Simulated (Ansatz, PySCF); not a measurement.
Potential energy curve for LiH, singlet.

FCI = full CI/cc-pVQZ, frozen core (Ansatz, a first-principles code); UCCSD = Ansatz with CCSD on UHF/cc-pVQZ, frozen core; RHF/LANL2DZ = PySCF with restricted Hartree-Fock/LANL2DZ; UKS-B3LYP/6-31G* = PySCF with unrestricted B3LYP/6-31G*, spherical d; RCCSD(T) = CCSD(T) on RHF/cc-pVQZ, frozen core (Ansatz).

Energies are in kJ/mol, each relative to the lowest point of its own curve near equilibrium.

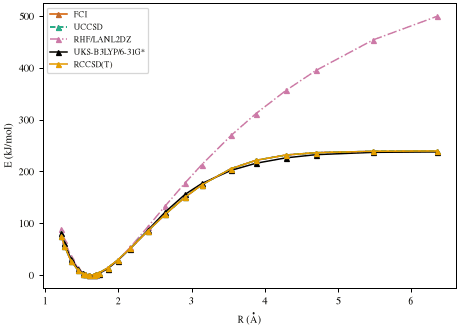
*Energy against bond length for each method.*

| R / Å | FCI | UCCSD | RHF/LANL2DZ | UKS-B3LYP/6-31G* | RCCSD(T) |
|---|---|---|---|---|---|
| 1.22 | 74.9 | 74.9 | 88.7 | 80.7 | 74.9 |
| 1.26 | 56.9 | 56.9 | 68.6 | 62.0 | 56.9 |
| 1.35 | 27.6 | 27.6 | 35.1 | 31.1 | 27.6 |
| 1.45 | 9.1 | 9.1 | 12.8 | 10.9 | 9.1 |
| 1.52 | 2.5 | 2.5 | 4.3 | 3.4 | 2.5 |
| 1.54 | 1.5 | 1.5 | 2.8 | 2.1 | 1.5 |
| 1.60 | 0.0 | 0.0 | 0.1 | 0.0 | 0.0 |
| 1.66 | 0.8 | 0.8 | 0.0 | 0.3 | 0.8 |
| 1.69 | 1.9 | 1.9 | 0.8 | 1.2 | 1.9 |
| 1.73 | 4.0 | 4.0 | 2.6 | 3.1 | 4.0 |
| 1.85 | 13.6 | 13.6 | 12.0 | 12.4 | 13.6 |
| 1.99 | 29.2 | 29.2 | 28.6 | 28.1 | 29.2 |
| 2.16 | 51.5 | 51.5 | 53.7 | 51.2 | 51.5 |
| 2.40 | 85.0 | 85.1 | 93.1 | 86.7 | 85.0 |
| 2.64 | 117.6 | 117.7 | 133.7 | 122.0 | 117.6 |
| 2.91 | 150.5 | 150.7 | 177.9 | 155.9 | 150.5 |
| 3.14 | 174.4 | 174.6 | 213.5 | 177.0 | 174.4 |
| 3.54 | 205.5 | 205.6 | 269.8 | 202.2 | 205.5 |
| 3.88 | 221.7 | 221.7 | 311.9 | 215.9 | 221.7 |
| 4.29 | 231.8 | 231.8 | 356.6 | 226.4 | 231.8 |
| 4.70 | 236.3 | 236.3 | 395.2 | 232.5 | 236.3 |
| 5.48 | 239.0 | 239.0 | 454.0 | 237.0 | 239.0 |
| 6.35 | 239.5 | 239.5 | 499.3 | 237.8 | 239.5 |

The unrestricted determinant behind UCCSD is spin-contaminated at 2.40 to 6.35 Å (<S²> up to 1.0, against 0.00 for a pure singlet). With two correlated electrons CCSD is exact in the basis where it finds the lowest root (UCCSD, RCCSD(T)). The restricted form behind RHF/LANL2DZ keeps the bonding electrons paired and can't separate into open-shell fragments. The unrestricted determinant behind UKS-B3LYP/6-31G* is spin-contaminated at 2.91 to 6.35 Å (<S²> up to 1.0, against 0.00 for a pure singlet).
